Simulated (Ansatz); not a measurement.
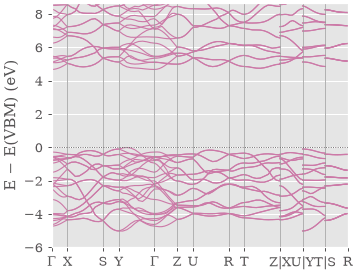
*Band structure from DFT-r²SCAN in the program Ansatz with PAW potentials*

Question: Read off the gap and where the band edges lie.

Answer: About 4.7 eV (4.68 eV by a search for the band edges); maximum on the Y–Γ line, 22 % of the way from Y, minimum at Γ.

The material is ZrO2 in space group Pnma (No. 62; Zr on 4c, O on 4c, O on 4c).

The first step of the workflow began from a Materials Project structure, measured or hypothetical; the Crystallography Open Database copy checked does not list it. It is not the phase usual at ambient conditions (space group No. 14). Symmetry was held in the r²SCAN relaxation; its stability against distortions is not shown here. No spin polarisation was allowed. Scalar-relativistic: spin–orbit coupling is off unless named, which matters more the heavier the elements.

Potentials: the later of the program's two PAW sets.
